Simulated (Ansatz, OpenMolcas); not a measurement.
# C3H5Ga (SMILES C#[C][GaH][CH3]): the vertical energy of the triplet above the singlet, rung by rung

C3H5Ga has 9 atoms, charge 0, and is taken as a singlet. SMILES: `C#[C][GaH][CH3]`. Geometry: relaxed at PBE0-D4/def2-TZVP.

Quantity: the vertical energy of the triplet above the singlet, in eV. The values are calculated.

```
                                                       level                    kind     program  value (eV)  less CCSD(T)/6-31G*  CPU time (all runs)
                           BLYP/6-31G* (spherical functions)                     GGA      Ansatz        4.02                -0.96                 18 s
                          M06-L/6-31G* (spherical functions)                meta-GGA  OpenMolcas        4.37                -0.61                3 min
                          BHLYP/6-31G* (spherical functions)           global hybrid      Ansatz        4.47                -0.51                 32 s
                          HSE06/6-31G* (spherical functions)  range-separated hybrid      Ansatz        4.37                -0.61                 29 s
                       PBE-QIDH/6-31G* (spherical functions)           double hybrid      Ansatz        4.77                -0.21                 36 s
                        RPA@PBE/6-31G* (spherical functions)                     RPA      Ansatz        4.32                -0.66                 40 s
                            MP2/6-31G* (spherical functions)     perturbation theory      Ansatz        5.23                +0.25                 18 s
CCSD(T)/6-31G* (spherical functions), open shells restricted   coupled cluster or CI  OpenMolcas        4.98                 0.00                4 min
```

CCSD(T)/6-31G* (spherical functions), open shells restricted is the highest level here, not the true value. All-electron rows without a relativistic Hamiltonian named are non-relativistic. The values span 4.02 to 5.23 eV. In the correlated wave-function rows the outer d shell of Ga is correlated, in sets not made for it. CPU times are rough (shared hosts, several kinds of processor): they show what a rung costs within a factor of a few.

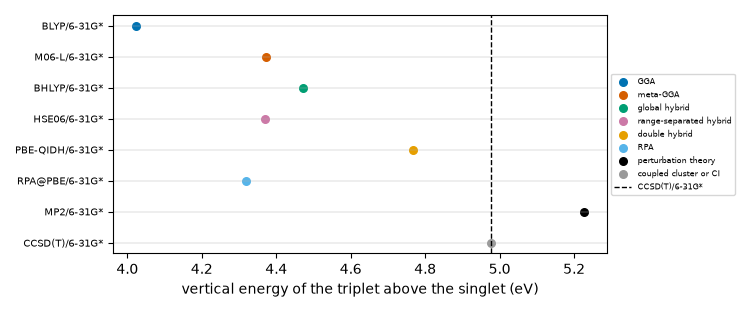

The values of the table, level by level.
